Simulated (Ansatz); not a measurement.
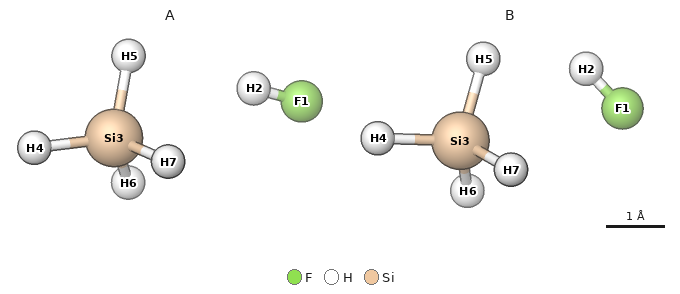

Two geometries of SiH5F (coarse preliminary run), drawn at one scale. One is the start of a relaxation, the other its converged end. The picture is a ball-and-stick view, seen at a tilt.

These are results of RKS PBE-D4/def2-SVP in Ansatz 0.2.0, not measurements. (force threshold 0.03 eV/Å; at most 250 steps)

Q: Which one is relaxed?

A: Structure B is the relaxed one. The atom that moves furthest after the best rigid fit is F1 (0.41 Å). Largest moves by element: F 0.41 Å, H 0.37 Å, Si 0.13 Å. Near-neighbour distances that change, for instance: Si3–H4 1.456 → 1.503 Å, Si3–H5 1.472 → 1.512 Å. Bond angles that change, for instance: H4–Si3–H5 109.7° → 107.1°. Over 11 geometry steps the energy falls by 4.38 kcal/mol. Largest force component: 0.83 eV/Å at the start, 0.012 eV/Å at the end. The forces were under the threshold at step 9, but the run went on from there.

Limits of the set-up: the start holds two separate molecules, 2.3 Å apart at their closest, whose relative position is a soft coordinate.
